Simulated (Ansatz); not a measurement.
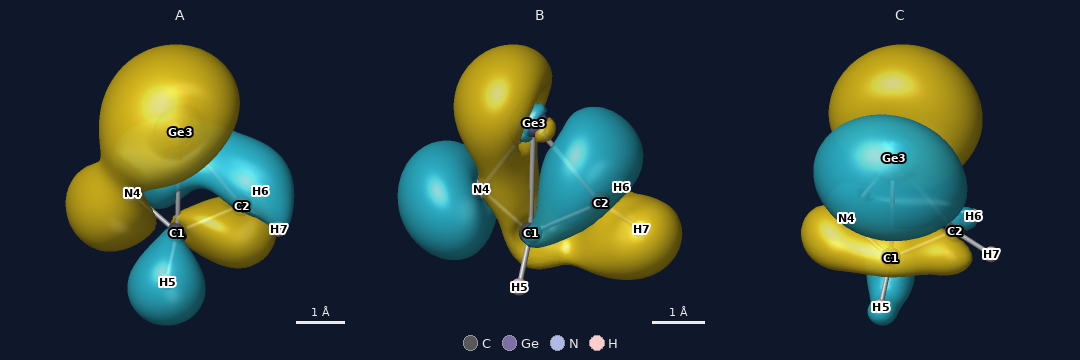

Figure. C2H3GeN. Three frontier orbitals at ±0.08 Å⁻³ᐟ² (yellow and cyan are the two phases), in no order.

Geometry: PBE0-D3(BJ)/def2-SVP.

These are results of isolated molecule in a Gaussian basis; Kohn-Sham density functional theory, functional PBE0 in Ansatz, not measurements.

```xyz
7

C     0.7977    1.1466    3.1741
C     1.6207    0.0037    2.7518
Ge    1.2603    1.1141    1.0096
N    -0.0378    1.6070    2.2787
H     0.9715    1.6767    4.1347
H     1.0324   -0.9109    2.6064
H     2.5817   -0.1928    3.2458
```

### Which picture is the HOMO−1, the HOMO and the LUMO?

B is the HOMO−1 (−7.32 eV). Its weight (Hirshfeld) is mainly on N4 (about 40 %), C2 (about 25 %), Ge3 (about 20 %) and C1 (about 10 %). A is the HOMO (−6.56 eV). Its weight (Hirshfeld) is mainly on Ge3 (about 40 %), N4 (about 30 %), C2 (about 15 %), C1 (about 10 %) and H5 (about 5 %). C is the LUMO (−2.09 eV). It lies mainly on Ge3 (about 80 %), N4 (about 10 %) and C1 (about 5 %).

### What is the HOMO–LUMO gap?

4.47 eV between the orbital energies.
